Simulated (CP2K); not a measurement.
Consider 2-boryloxazole at its PBE geometry (Å).

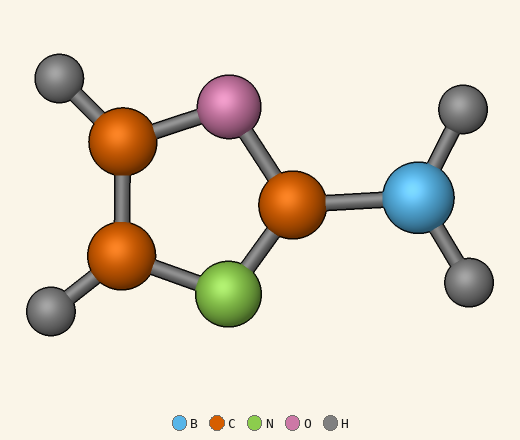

The molecule (boron blue, carbon orange, nitrogen green, oxygen pink, hydrogen grey).

```xyz
10

B     2.0892    0.0736   -0.0284
C     0.5738   -0.0614   -0.0025
N    -0.1677   -1.1564    0.0951
C    -1.4741   -0.7390    0.0773
C    -1.5064    0.6312   -0.0348
O    -0.2367    1.0918   -0.0878
H     2.5930    1.1515   -0.1169
H     2.7362   -0.9255    0.0424
H    -2.3060   -1.4325    0.1441
H    -2.3013    1.3667   -0.0885
```

Method: CP2K XAS_TDP, all-electron GAPW, PBEh(45%), aug-cc-pVDZ, TDA, no relativity.

**Question.** Predict the bright core excitations at the C K edge.

Leading lines: C2 281.76 eV, C4 282.62 eV and C5 282.12 eV. The leading line of an atom is its first one with 35 % of the strongest within 2.5 eV of its lowest line over the strength cut. 

The first six lines of each atom with a strength over 0.0015:

```csv
atom,energy (eV),states,"strength, one atom"
"C2 (bonded to B, N and O)",281.76,1,0.0267
,284.73,1,0.0367
,286.34,1,0.0305
,286.61,1,0.0026
,286.94,1,0.0149
,287.40,1,0.0025
"C4 (bonded to C, N and H)",282.52,1,0.0054
,282.62,1,0.0505
,285.19,1,0.0106
,286.15,1,0.0025
,286.48,1,0.0025
,286.87,2,0.0064
"C5 (bonded to C, O and H)",282.12,1,0.0497
,285.24,1,0.0096
,286.06,1,0.0162
,286.84,1,0.0122
,287.27,1,0.0026
,287.64,1,0.0022
```

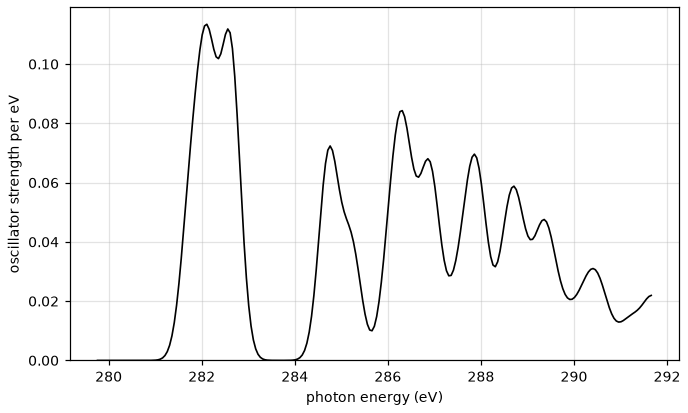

All atoms added, broadened by 0.5 eV.

Lines are vertical, at one geometry, with no vibrational structure. Without a correction of the core level, line positions, and the gaps between valence and Rydberg lines, follow the share of exact exchange. At this level such K lines come out 3 to 6 eV under measured ones. These values hold no scalar relativity, about 0.1 eV for C 1s. Rydberg lines, and the discretised continuum above threshold, depend on the basis and the box.

[Banner, clock and machine lines of the logs are left out without a mark of their own.]

[Logs are printed without paths, hosts, clocks, repeated set-up lines and the standing remarks that a program may print on its own settings, such as how far it seeks lower states.]

[Hosts, paths, dates, database ids (printed as entryN), source tags and the programs' standing remarks are cut or masked in the printed files.]
